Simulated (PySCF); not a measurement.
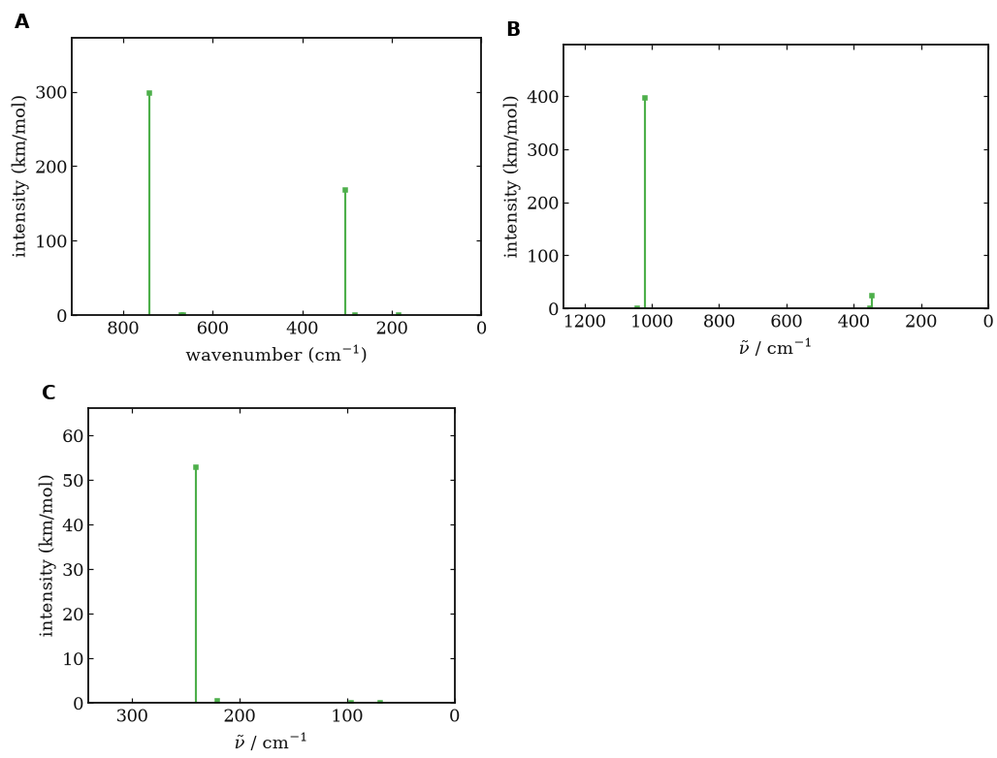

Unscaled harmonic wavenumbers and double-harmonic intensities, PBE0/def2-SVP (ECP) in PySCF 2.14.0, isolated molecule. Structures are the lowest points that the searches found. Degenerate modes count as one line, with their intensities summed.

Assign the panels.
1. TeF₆, singlet
2. OsO₄, singlet
3. SeI₃⁺, singlet

A: 1 (most intense lines at 741.9 and 304.0 cm⁻¹)
B: 2 (most intense lines at 1020.3 and 345.1 cm⁻¹)
C: 3 (most intense lines at 240.2 cm⁻¹)

Caveats, for all or some of the runs: closed-shell stability not tested; double-zeta basis on some or all atoms; spin-orbit coupling is left out, and with Os it can shift these values.
